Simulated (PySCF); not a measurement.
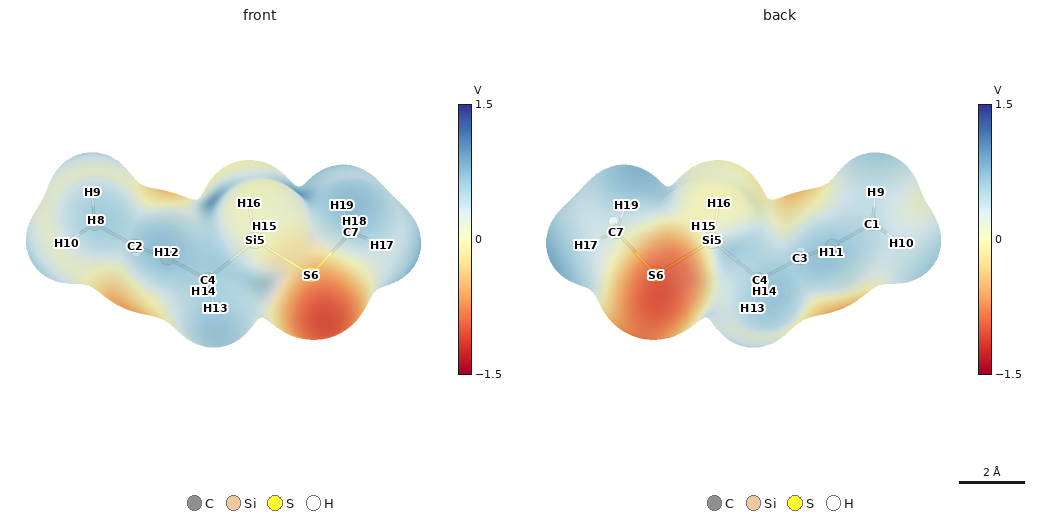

Figure 1: C₅H₁₂SSi (SMILES C/C=C/C[SiH2]SC). The molecular electrostatic potential painted on the density surface at 0.002 e/bohr³, seen from the front and from behind; the colour scale runs from red (negative) to blue (positive).

Geometry: GFN2-xTB.

The calculation used CAM-B3LYP/def2-SVPD, SCF density, gas phase (PySCF 2.14.0).

The calculation's input:

```
{"job": {"kind": "uv", "xc": "CAM-B3LYP", "basis": "def2-SVPD", "nstates": 8, "ntriplets": 3}, "charge": 0, "multiplicity": 1}
C     -3.746705     0.331979     0.215775
C     -2.442947    -0.221687    -0.255086
C     -1.460177    -0.615839     0.537625
C     -0.152188    -1.146398     0.067878
Si     1.216858     0.133828     0.356473
S      3.048360    -0.745198    -0.334660
C      4.182136     0.634596     0.001284
H     -3.794956     0.342603     1.301999
H     -3.879233     1.349991    -0.151019
H     -4.573697    -0.265405    -0.167734
H     -2.327905    -0.294817    -1.329397
H     -1.571867    -0.538804     1.611587
H      0.092195    -2.063338     0.607265
H     -0.207170    -1.395347    -0.992635
H      1.389891     0.461529     1.773130
H      0.990987     1.363900    -0.403347
H      5.168610     0.318313    -0.319963
H      4.188735     0.850859     1.064626
H      3.869269     1.508485    -0.560935
```

Launched as:

```sh
OMP_NUM_THREADS=1 python probes_run.py task.json out
```

Q: Where is the surface potential most negative and most positive?

A: The most negative region (about −1.1 V) lies over S6, the most positive (about +0.9 V) over Si5.

Q: What dipole moment does the calculation give?

A: Its dipole moment is 1.29 D.
